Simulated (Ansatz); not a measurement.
**C3H6F2O (SMILES CC(O)(F)CF): density, localisation and related maps**

Input

```
crystal:
  periodic: [false, false, false]
  atoms:
    - { symbol: C, position_ang: [1.36759, -0.12988, 0.17661] }
    - { symbol: C, position_ang: [-0.00912, 0.31673, -0.3175] }
    - { symbol: O, position_ang: [-0.2357, 1.63448, 0.11067] }
    - { symbol: F, position_ang: [-0.01988, 0.2686, -1.70431] }
    - { symbol: C, position_ang: [-1.10805, -0.60345, 0.23022] }
    - { symbol: F, position_ang: [-0.92403, -1.89942, -0.21945] }
    - { symbol: H, position_ang: [1.40828, -0.10867, 1.28691] }
    - { symbol: H, position_ang: [1.59307, -1.15929, -0.17485] }
    - { symbol: H, position_ang: [2.14904, 0.55327, -0.2191] }
    - { symbol: H, position_ang: [-1.0191, 1.97408, -0.39613] }
    - { symbol: H, position_ang: [-1.09951, -0.59775, 1.34133] }
    - { symbol: H, position_ang: [-2.10258, -0.24869, -0.11442] }
basis:
  gaussian:
    orbitals: "6-31G*"
hamiltonian:
  xc: pbe
output:
  orbitals: {}
```

Run with:

```sh
python
```

The calculation used SCF PBE, Gaussian basis in Ansatz 0.2.0.

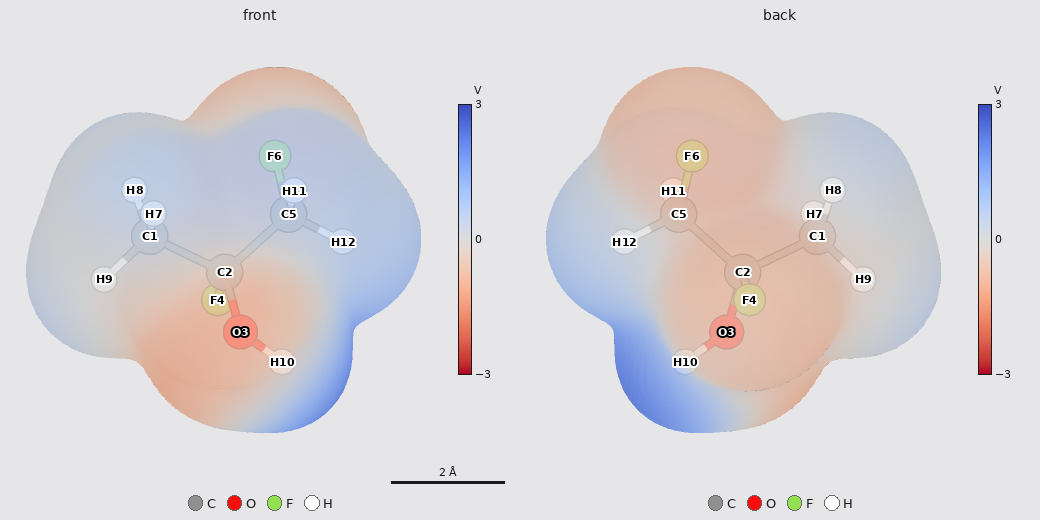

Figure 1. The electrostatic potential painted on the density surface at 0.001 e/bohr³, seen from the front and from behind; red is negative and blue positive.

Where is the surface potential most negative and most positive?

Answer. The most negative region (about −1.0 V) lies over O3, the most positive (about +2.1 V) over H10. O3 is the likeliest acceptor of a hydrogen bond.

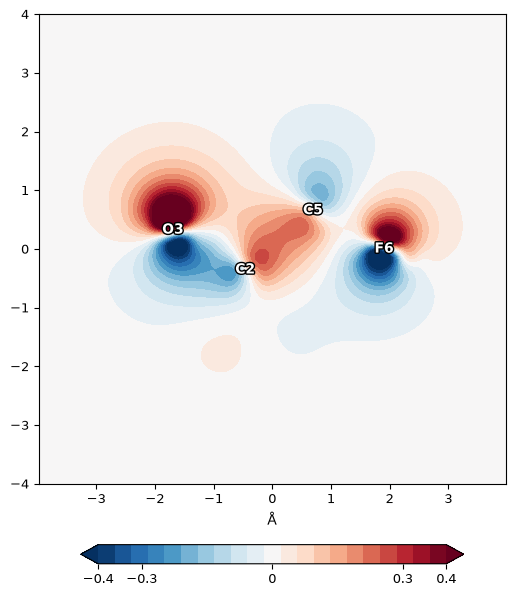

Figure 2. The HOMO−1 on the plane of atoms C2, C5 and F6 (values in Å⁻³ᐟ²; the overall sign is arbitrary).

Where does this orbital lie, and at what energy?

Answer. By Hirshfeld shares it lies mainly on F6 (about 30 %), O3 (about 20 %), F4 (about 15 %), C5 (about 10 %) and H11 (about 10 %); largely a combination of lone pairs on F6, O3 and F4. Its energy is −7.59 eV.

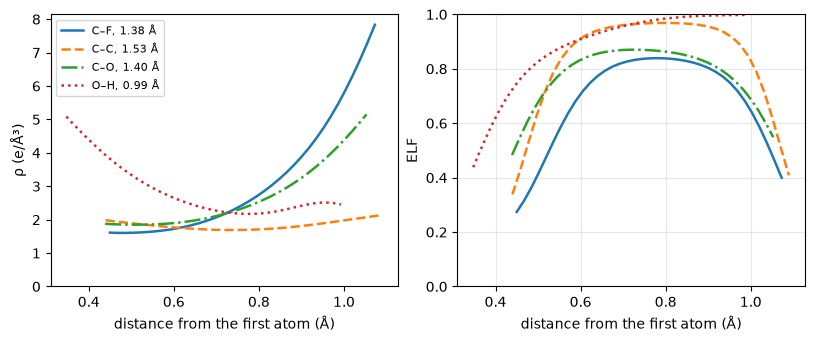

Figure 3. Total electron density and electron localisation function along straight lines between neighbouring atoms. The curves leave out the atomic cores.

Compare the contacts.

Answer. C–F (1.38 Å): ρ at the midpoint is about 2 e/Å³, with its minimum of 1.6 e/Å³ about 0.5 Å from C; the ELF peaks at about 0.85 between the atoms (a polar covalent bond).
C–C (1.53 Å): ρ is about 1.7 e/Å³ halfway; the ELF peaks at about 0.95 between the atoms, as expected for localised, covalent bonding.
C–O (1.40 Å): the density is about 2.1 e/Å³ at the midpoint, with its minimum of 1.8 e/Å³ about 0.5 Å from C; the ELF peaks at about 0.85 between the atoms (a shared but strongly polarised pair).
O–H (0.99 Å): ρ at the midpoint is about 3.4 e/Å³; the ELF climbs to about 1 towards the hydrogen, as it does in any bond to H: a covalent bond by its length.
